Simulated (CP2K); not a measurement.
**CH6BNO2 (SMILES OBNCO) at PBE0/TZV2P-MOLOPT-PBE0-GTH (core potential)**

What is the energy change on altering one bond length of CH6BNO2 at PBE0/TZV2P-MOLOPT-PBE0-GTH (core potential)? 

The calculation is run with CP2K 2026.2.

4 further runs of the same task are left out: 4 set aside as unsound or not needed.

## (1) Starting point

CH6BNO2 has 11 atoms, charge 0, and is taken as a singlet. As SMILES, `OBNCO`. Geometry: relaxed at PBE0-D4/def2-TZVP. This is a higher conformer, about 10 kJ/mol above the lowest found by a separate search.

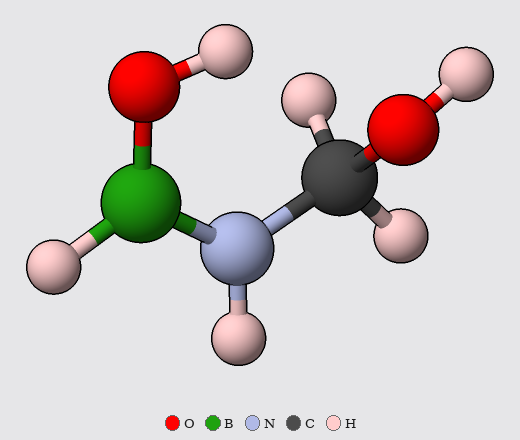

Viewed from a chosen angle; oxygen red, boron green, nitrogen light blue, carbon dark grey, hydrogen pink.

## (2) The energy at PBE0/TZV2P-MOLOPT-PBE0-GTH (core potential)

molecule.xyz

```xyz
11

O     -0.365300     1.867300     0.524000
B     -0.151000     0.776300     1.310700
N      0.041300    -0.514500     0.761600
C     -0.074500    -0.827100    -0.621300
O      0.833500    -0.016400    -1.360600
H     -0.145900     1.684700    -0.397300
H     -0.135500     0.915900     2.499600
H      0.344000    -1.265700     1.354800
H     -1.095800    -0.629000    -0.978300
H      0.142100    -1.890000    -0.774600
H      0.672700    -0.158500    -2.298200
```

job.inp

```
&FORCE_EVAL
 METHOD QUICKSTEP
 &DFT
  BASIS_SET_FILE_NAME BASIS_MOLOPT_UZH
  BASIS_SET_FILE_NAME BASIS_ADMM_UZH
  POTENTIAL_FILE_NAME POTENTIAL_UZH
  CHARGE 0
  MULTIPLICITY 1
  &QS
   METHOD GPW
   EPS_DEFAULT 1.0E-10
  &END QS
  &MGRID
   CUTOFF 400
   REL_CUTOFF 50
   NGRIDS 4
  &END MGRID
  &POISSON
   PERIODIC NONE
   POISSON_SOLVER MULTIPOLE
  &END POISSON
  &SCF
   SCF_GUESS ATOMIC
   EPS_SCF 1.0E-06
   MAX_SCF 100
   ADDED_MOS 3
   &DIAGONALIZATION
    ALGORITHM STANDARD
   &END DIAGONALIZATION
   &MIXING
    METHOD DIRECT_P_MIXING
    ALPHA 0.4
   &END MIXING
  &END SCF
  &XC
   &XC_FUNCTIONAL
    &PBE
     SCALE_X 0.75
     SCALE_C 1.0
    &END PBE
   &END XC_FUNCTIONAL
   &HF
    FRACTION 0.25
    &SCREENING
     EPS_SCHWARZ 1.0E-09
     SCREEN_ON_INITIAL_P F
    &END SCREENING
    &INTERACTION_POTENTIAL
     POTENTIAL_TYPE COULOMB
    &END INTERACTION_POTENTIAL
    &MEMORY
     MAX_MEMORY 1050
    &END MEMORY
   &END HF
  &END XC
  &AUXILIARY_DENSITY_MATRIX_METHOD
   ADMM_TYPE ADMMS
   EXCH_CORRECTION_FUNC PBEX
  &END AUXILIARY_DENSITY_MATRIX_METHOD
  &PRINT
   &MOMENTS
    PERIODIC F
    REFERENCE COM
    MAX_MOMENT 1
   &END MOMENTS
   &MO ON
    ENERGIES T
    OCCUPATION_NUMBERS T
    NDIGITS 6
    &EACH
     QS_SCF 0
    &END EACH
    ADD_LAST NUMERIC
   &END MO
   &HIRSHFELD OFF
   &END HIRSHFELD
  &END PRINT
 &END DFT
 &SUBSYS
  &CELL
   ABC [angstrom] 8.9 10.8 11.8
   PERIODIC NONE
  &END CELL
  &TOPOLOGY
   COORD_FILE_NAME molecule.xyz
   COORD_FILE_FORMAT XYZ
   &CENTER_COORDINATES
   &END CENTER_COORDINATES
  &END TOPOLOGY
  &KIND O
   BASIS_SET ORB TZV2P-MOLOPT-PBE0-GTH-q6
   BASIS_SET AUX_FIT admm-tzp-q6
   POTENTIAL GTH-PBE0-q6
  &END KIND
  &KIND B
   BASIS_SET ORB TZV2P-MOLOPT-PBE0-GTH-q3
   BASIS_SET AUX_FIT admm-tzp-q3
   POTENTIAL GTH-PBE0-q3
  &END KIND
  &KIND N
   BASIS_SET ORB TZV2P-MOLOPT-PBE0-GTH-q5
   BASIS_SET AUX_FIT admm-tzp-q5
   POTENTIAL GTH-PBE0-q5
  &END KIND
  &KIND C
   BASIS_SET ORB TZV2P-MOLOPT-PBE0-GTH-q4
   BASIS_SET AUX_FIT admm-tzp-q4
   POTENTIAL GTH-PBE0-q4
  &END KIND
  &KIND H
   BASIS_SET ORB TZV2P-MOLOPT-PBE0-GTH-q1
   BASIS_SET AUX_FIT admm-tzp-q1
   POTENTIAL GTH-PBE0-q1
  &END KIND
 &END SUBSYS
&END FORCE_EVAL

&GLOBAL
 PROJECT_NAME job
 RUN_TYPE ENERGY
 PRINT_LEVEL MEDIUM
&END GLOBAL
```

On the command line:

```bash
$ OMP_NUM_THREADS=1 cp2k.psmp job.inp > job.out
```

The log of the run:

```text
CP2K| version string:                                       CP2K version 2026.2
[...]
 GLOBAL| Method name                                                        CP2K
[...]
 GLOBAL| Run type                                                         ENERGY
[...]
 DFT| Spin restricted Kohn-Sham (RKS) calculation                            RKS
 DFT| Multiplicity                                                             1
[...]
 DFT| Charge                                                                   0
[...]
 FUNCTIONAL| PBE:
 QS| Method:                                                                 GPW
[...]
 QS| Density cutoff [a.u.]:                                                200.0
[...]
 QS| Relative density cutoff [a.u.]:                                        25.0
[...]
                             - Atoms:                                         11
[...]
                             - Spherical basis functions:                    229
[...]
 Number of electrons:                                                         30
[...]
     1 P_Mix/Diag. 0.40E+00    5.7     2.14961200       -50.4252369404 -5.04E+01
[...]
    16 DIIS/Diag.  0.62E-06    2.8     0.00000068       -54.1176678173 -3.32E-12
  *** SCF run converged in    16 steps ***
[...]
  Overlap energy of the core charge distribution:               0.00000199818487
  Self energy of the core charge distribution:               -135.19549055508199
  Core Hamiltonian energy:                                     40.36297006851051
  Hartree energy:                                              55.28579202755591
  Exchange-correlation energy:                                -11.20783627141459
  Hartree-Fock Exchange energy:                                -3.36310508509549
  Total energy:                                               -54.11766781734077
[...]
                     Mulliken Population Analysis
 #  Atom  Element  Kind  Atomic population                           Net charge
       1     O        1          6.249973                             -0.249973
       2     B        2          2.811350                              0.188650
       3     N        3          5.164804                             -0.164804
       4     C        4          3.909733                              0.090267
       5     O        1          6.266232                             -0.266232
       6     H        5          0.864171                              0.135829
       7     H        5          1.049366                             -0.049366
       8     H        5          0.906822                              0.093178
       9     H        5          0.953867                              0.046133
      10     H        5          0.946519                              0.053481
      11     H        5          0.877164                              0.122836
 # Total charge                             30.000000                 -0.000000
[...]
  Dipole moment [Debye]
    X= -0.2970827E+00 Y= -0.3084457E+01 Z= -0.2357005E+01  Total=      3.8932772
 ENERGY| Total FORCE_EVAL ( QS ) energy [hartree]            -54.117667817340774
[...]
```

Wall time 49 s (1 thread of Arm Neoverse V2, shared host); peak memory 1.1 GiB.

## (3) The distorted shape, same level

job.inp, as its differences from that of step 2:

```diff
@@ -1,3 +1,9 @@
+&GLOBAL
+ PROJECT job
+ RUN_TYPE ENERGY
+ PRINT_LEVEL MEDIUM
+&END GLOBAL
+
 &FORCE_EVAL
- METHOD QUICKSTEP
+ METHOD Quickstep
  &DFT
@@ -24,3 +30,3 @@
    EPS_SCF 1.0E-06
-   MAX_SCF 100
+   MAX_SCF 80
    ADDED_MOS 3
@@ -80,8 +86,19 @@
   &CELL
-   ABC [angstrom] 8.9 10.8 11.8
+   ABC [angstrom] 8.9 10.9 12.5
    PERIODIC NONE
   &END CELL
+  &COORD
+   O     -0.307397     2.023607     1.215481
+   B     -0.093097     0.932607     2.002181
+   N      0.099203    -0.358193     1.453081
+   C     -0.074500    -0.827100    -0.621300
+   O      0.833500    -0.016400    -1.360600
+   H     -0.087997     1.841007     0.294181
+   H     -0.077597     1.072207     3.191081
+   H      0.401903    -1.109393     2.046281
+   H     -1.095800    -0.629000    -0.978300
+   H      0.142100    -1.890000    -0.774600
+   H      0.672700    -0.158500    -2.298200
+  &END COORD
   &TOPOLOGY
-   COORD_FILE_NAME molecule.xyz
-   COORD_FILE_FORMAT XYZ
    &CENTER_COORDINATES
@@ -116,7 +133 @@
 &END FORCE_EVAL
-
-&GLOBAL
- PROJECT_NAME job
- RUN_TYPE ENERGY
- PRINT_LEVEL MEDIUM
-&END GLOBAL
```

On the command line:

```bash
$ OMP_NUM_THREADS=1 cp2k.psmp job.inp > job.out
```

The log of the run (excerpt; [...] marks lines left out):

```text
CP2K| version string:                                       CP2K version 2026.2
[...]
 GLOBAL| Method name                                                        CP2K
[...]
 GLOBAL| Run type                                                         ENERGY
[...]
 DFT| Spin restricted Kohn-Sham (RKS) calculation                            RKS
 DFT| Multiplicity                                                             1
[...]
 DFT| Charge                                                                   0
[...]
 FUNCTIONAL| PBE:
 QS| Method:                                                                 GPW
[...]
 QS| Density cutoff [a.u.]:                                                200.0
[...]
 QS| Relative density cutoff [a.u.]:                                        25.0
[...]
                             - Atoms:                                         11
[...]
                             - Spherical basis functions:                    229
[...]
 Number of electrons:                                                         30
[...]
     1 P_Mix/Diag. 0.40E+00    5.7     2.40924505       -50.5769223506 -5.06E+01
[...]
    18 DIIS/Diag.  0.87E-06    3.0     0.00000050       -54.0040794227 -1.88E-12
  *** SCF run converged in    18 steps ***
[...]
  Overlap energy of the core charge distribution:               0.00000198842338
  Self energy of the core charge distribution:               -135.19549055508199
  Core Hamiltonian energy:                                     39.76167851826111
  Hartree energy:                                              55.78008601442346
  Exchange-correlation energy:                                -11.04799488768966
  Hartree-Fock Exchange energy:                                -3.30236050106448
  Total energy:                                               -54.00407942272818
[...]
                     Mulliken Population Analysis
 #  Atom  Element  Kind  Atomic population                           Net charge
       1     O        1          6.256279                             -0.256279
       2     B        2          2.777426                              0.222574
       3     N        3          5.353507                             -0.353507
[...]
  Dipole moment [Debye]
    X= -0.3634552E+00 Y= -0.3266561E+01 Z= -0.3801377E+01  Total=      5.0252355
 ENERGY| Total FORCE_EVAL ( QS ) energy [hartree]            -54.004079422728182
[...]
```

Wall time 56 s (1 thread of Arm Neoverse V2, shared host); peak memory 1.2 GiB.

## (4) What came out

Level: PBE0/TZV2P-MOLOPT-PBE0-GTH (core potential).

```
                                                         quantity         value
                                        first shape: total energy  -54.11767 Eh
                                       first shape: dipole moment        3.89 D
                                         first shape: HOMO energy      -7.58 eV
                                         first shape: LUMO energy       0.88 eV
                                       first shape: HOMO–LUMO gap       8.46 eV
                                    distorted shape: total energy  -54.00408 Eh
                                   distorted shape: dipole moment        5.03 D
                                     distorted shape: HOMO energy      -7.18 eV
                                     distorted shape: LUMO energy      -1.99 eV
                                   distorted shape: HOMO–LUMO gap       5.19 eV
energy change with the N3–C4 bond stretched from 1.423 to 2.134 Å      3.091 eV
```

In words: With the N3–C4 bond stretched from 1.423 to 2.134 Å the energy rises by 3.09 eV (298 kJ/mol).
